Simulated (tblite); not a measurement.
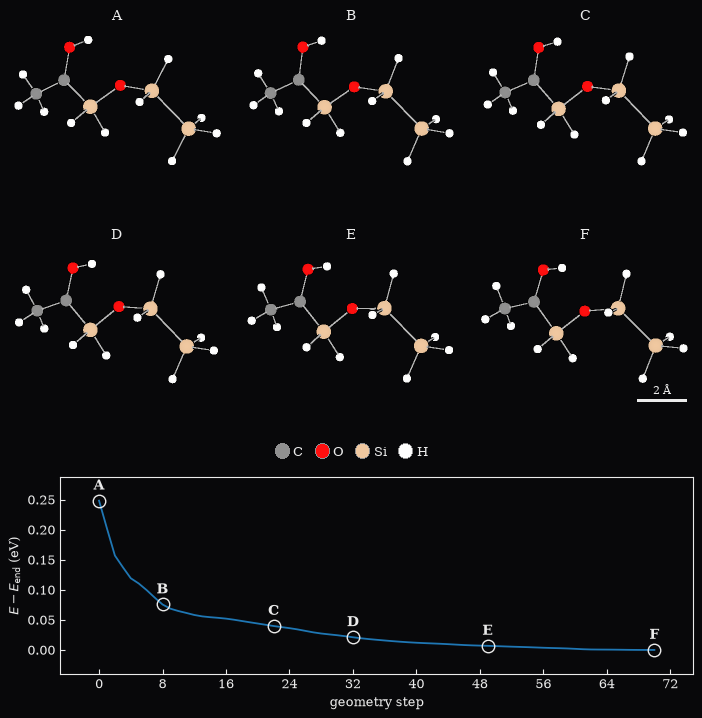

Frames of a relaxation of C2H11O2Si3 (multiplicity 2), marked on the history of the run. Style: ball-and-stick. Shown at a tilt.

These are results of GFN2-xTB geometry optimisation, gas phase in tblite, not measurements. 

Q: What happens along the run?

A: The atom that moves furthest after the best rigid fit is an H atom (0.66 Å). By element the largest moves are H 0.66 Å, O 0.34 Å, Si 0.32 Å, C 0.18 Å. Some distances before and after: H–Si 1.505 → 1.469 Å, O–Si 1.659 → 1.627 Å, Si–Si 2.320 → 2.299 Å, C–Si 1.832 → 1.846 Å. Among the angles between lasting bonds that change: Si–O–Si 139.1° → 150.4°, C–Si–O 110.2° → 101.0°, O–Si–H 108.7° → 101.0°. After 70 geometry steps the energy has fallen by 0.248 eV. From step 0 to 8: an H atom moves most (0.17 Å), energy −0.173 eV. From step 8 to 22: an H atom moves most (0.16 Å), energy −0.036 eV. From step 22 to 32: an H atom moves most (0.19 Å), energy −0.019 eV. From step 32 to 49: an H atom moves most (0.12 Å), energy −0.014 eV. From step 49 to 70: an H atom moves most (0.17 Å), energy −0.007 eV.

| step | E − E(0), eV |
| --- | --- |
| 0 | 0.0000 |
| 1 | -0.0464 |
| 2 | -0.0914 |
| 3 | -0.1107 |
| 4 | -0.1291 |
| 5 | -0.1378 |
| 6 | -0.1488 |
| 7 | -0.1611 |
| 8 | -0.1727 |
| 9 | -0.1798 |
| 10 | -0.1836 |
| 13 | -0.1925 |
| 16 | -0.1963 |
| 19 | -0.2024 |
| 23 | -0.2104 |
| 26 | -0.2166 |
| 29 | -0.2225 |
| 32 | -0.2273 |
| 35 | -0.2315 |
| 38 | -0.2348 |
| 42 | -0.2376 |
| 45 | -0.2395 |
| 48 | -0.2412 |
| 51 | -0.2425 |
| 54 | -0.2437 |
| 57 | -0.2451 |
| 61 | -0.2472 |
| 64 | -0.2478 |
| 67 | -0.2483 |
| 70 | -0.2484 |
